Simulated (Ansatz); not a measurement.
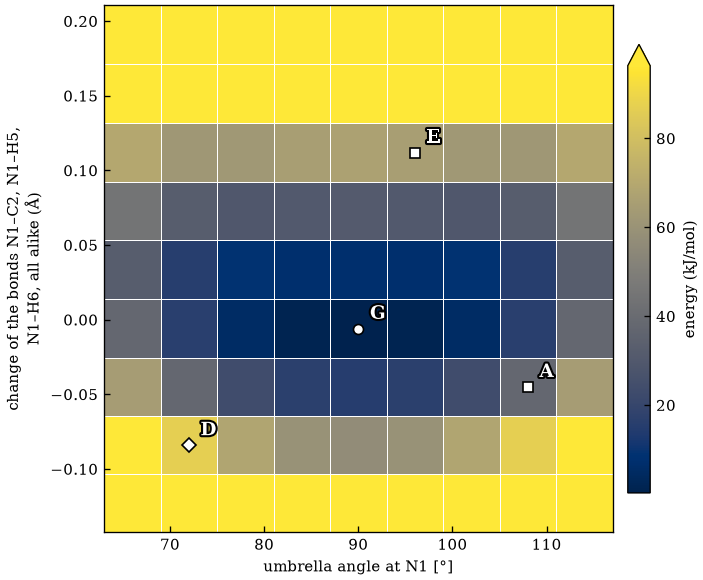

CH₅NOSi, SMILES NC(=O)[SiH3]. 
- First axis: umbrella angle at N1 (between each of its bonds and their common axis; 90 is planar). Second axis: change of the bonds N1–C2, N1–H5, N1–H6, all alike.
- Nothing is relaxed (all other coordinates rigid).
- The grid has 9 × 9 points.
- Points are written as (first, second).
- All energies are given in kJ/mol relative to the relaxed molecule at the same level.
- Theory: Ansatz 0.2.0, RKS PBE0-D4/def2-TZVP.

The picture shows one coloured cell a grid point, one colour for all values above the top of the scale, lettered points.

### Is A the lowest point of the computed grid?

No. A lies 37 kJ/mol above the lowest grid point, which is at (90°, −0.006 Å).

### Rank the lettered points by energy, lowest first.

G (0.24 kJ/mol), A (38 kJ/mol), E (65 kJ/mol), D (87 kJ/mol).

### What kind of point is each of A, D, E, G: minimum, saddle, maximum or slope?

A: on a slope; D: on a slope; E: on a slope; G: minimum. (In these two coordinates alone; a stationary point may lie a little off the grid point.)
